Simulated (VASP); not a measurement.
Band structure of LiF (relaxed from the wurtzite structure, space group P6_3mc). Method: PBEsol GGA, VASP's PBE PAW potentials (set 64) (plane waves; VASP 6.6.1).

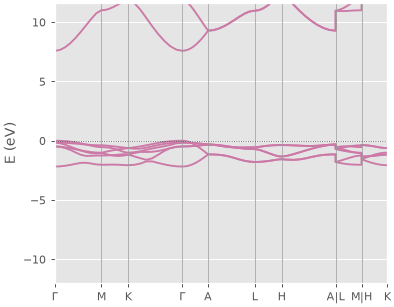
Fig. 1. Bands along high-symmetry lines, zero at the valence-band maximum or, without a gap, the Fermi level

Problem. Read the plot: is there a gap, and where are the band edges?

Solution. The gap is direct, 7.58 eV, from the valence maximum at Γ to the conduction minimum at Γ. (Edges off the drawn lines would not show.)

The structure was generated: LiF was put into the wurtzite type (P6_3mc), which need not be its known phase. It was relaxed first.
